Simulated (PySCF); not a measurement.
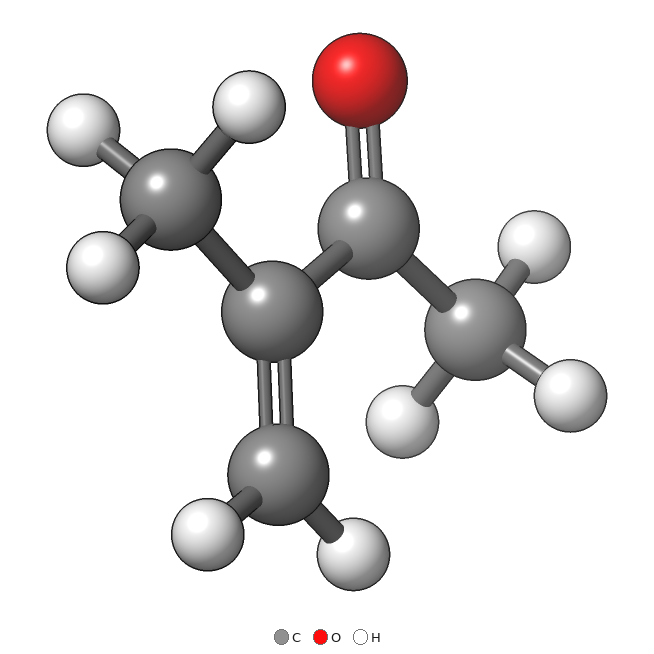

A ball-and-stick model of a molecule.

Give the formula.

C₅H₈O, 14 atoms: 5 carbon, 8 hydrogen and 1 oxygen.

What is its SMILES?

C=C(C)C(C)=O

Count the bonded pairs by element.

8 C–H, 4 C–C, 1 C–O.

Which point group does it belong to?

Cs.

More results for the same structure follow; atom numbers are the same in all pictures, views and colours differ. Computed geometry: PBE0-D3(BJ)/def2-SVP optimisation. No frequency run is at hand to confirm it as a minimum.

### Geometry

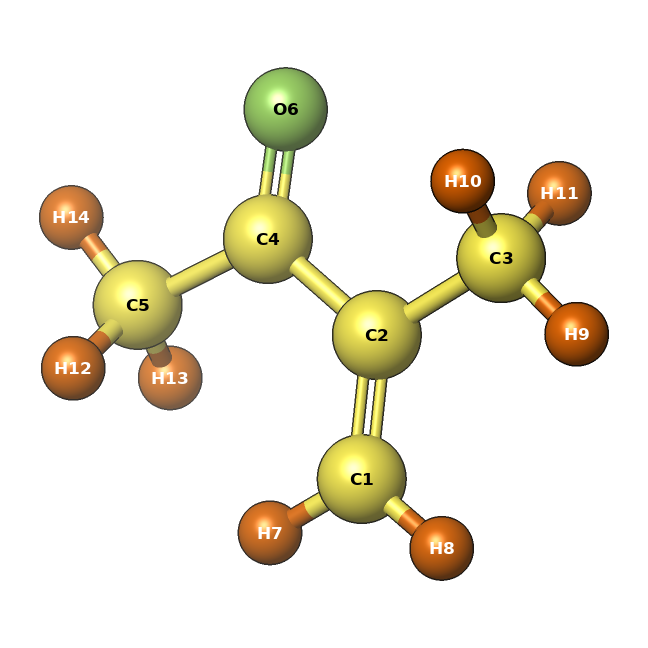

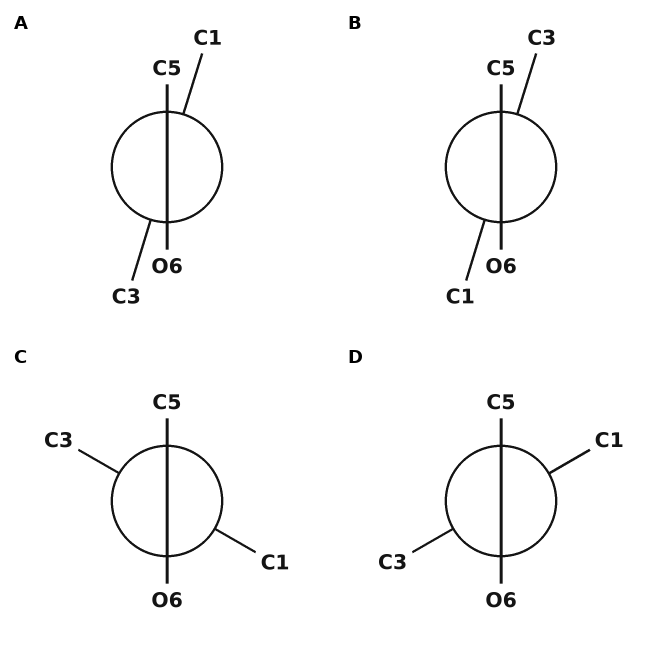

Depth is shown by fading: the farther an atom, the more it takes the colour of the background. Bonds that would overlap in a projection are set slightly apart. No frequency run is at hand to confirm it as a minimum.

Which Newman projection shows the view along C4–C2, with C4 in front?

A. The torsion angle O6–C4–C2–C3 is 0°, synperiplanar (eclipsed).

### Quadrupole coupling

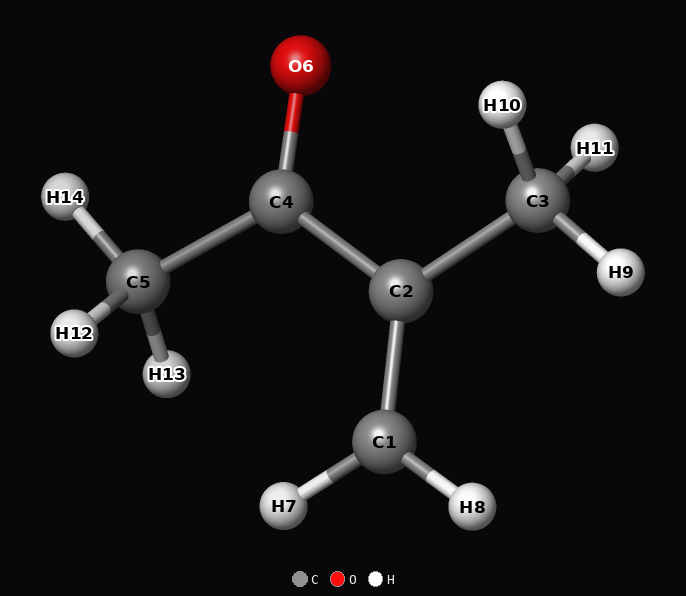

No frequency run is at hand to confirm it as a minimum. Electric field gradients from the ground-state density, PBE0/def2-SVP (PySCF 2.14.0), non-relativistic apart from any core potentials.

Give the largest field-gradient component, the quadrupole coupling constant and the asymmetry for 17O at O6 (Q = −25.6 mb).

| atom | V_zz (a.u.) | e²qQ/h (MHz) | η |
| --- | --- | --- | --- |
| O6 | −1.966 | 11.83 | 0.44 |

### Levels of theory compared

No frequency run is at hand to confirm it as a minimum. Program: PySCF 2.14.0.

Tabulate HOMO–LUMO gap (eV), dipole (D) at these levels: PBE0/6-311+G(2d,p); PBE0/6-31G; PBE0/6-31G*; PBE0/STO-3G; PBE0/def2-SVP; PBE0/def2-TZVP.

```json
{"level": "PBE0/6-311+G(2d,p)", "HOMO–LUMO gap (eV)": "5.72", "dipole (D)": "2.85"}
{"level": "PBE0/6-31G", "HOMO–LUMO gap (eV)": "5.80", "dipole (D)": "2.89"}
{"level": "PBE0/6-31G*", "HOMO–LUMO gap (eV)": "5.83", "dipole (D)": "2.66"}
{"level": "PBE0/STO-3G", "HOMO–LUMO gap (eV)": "5.74", "dipole (D)": "1.58"}
{"level": "PBE0/def2-SVP", "HOMO–LUMO gap (eV)": "5.79", "dipole (D)": "2.65"}
{"level": "PBE0/def2-TZVP", "HOMO–LUMO gap (eV)": "5.75", "dipole (D)": "2.78"}
```

### NMR shielding

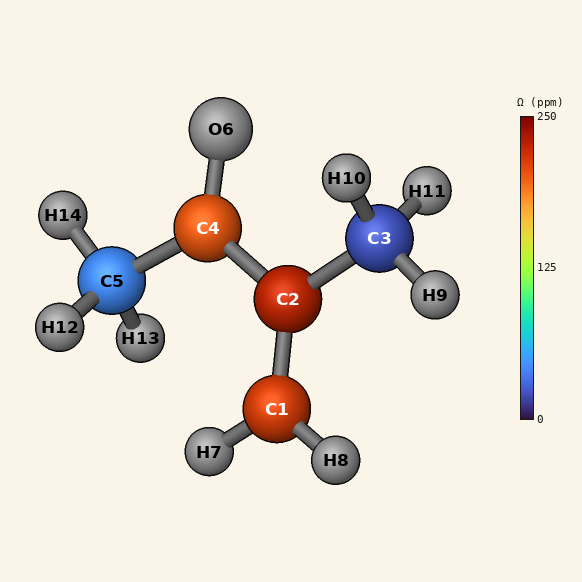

The C atoms are coloured by the span of their shielding tensor. No frequency run is at hand to confirm it as a minimum. Properties computed with GIAO PBE0/def2-TZVP NMR shielding, non-relativistic, gas phase (PySCF 2.14.0). Principal shieldings σ11 ≤ σ22 ≤ σ33, span Ω = σ33 − σ11, skew κ = 3(σiso − σ22)/Ω.

Give the shielding tensors of the C atoms.

```
atom     σ11    σ22    σ33   σiso      Ω      κ
  C1   −56.6   70.2  153.8   55.8  210.4  −0.20
  C2   −78.5   28.4  144.7   31.5  223.2   0.04
  C3   158.0  158.2  182.8  166.3   24.8   0.99
  C4  −100.3  −45.7   99.6  −15.4  199.9   0.45
  C5   144.2  147.8  189.5  160.5   45.3   0.84
```

Shieldings and span in ppm.
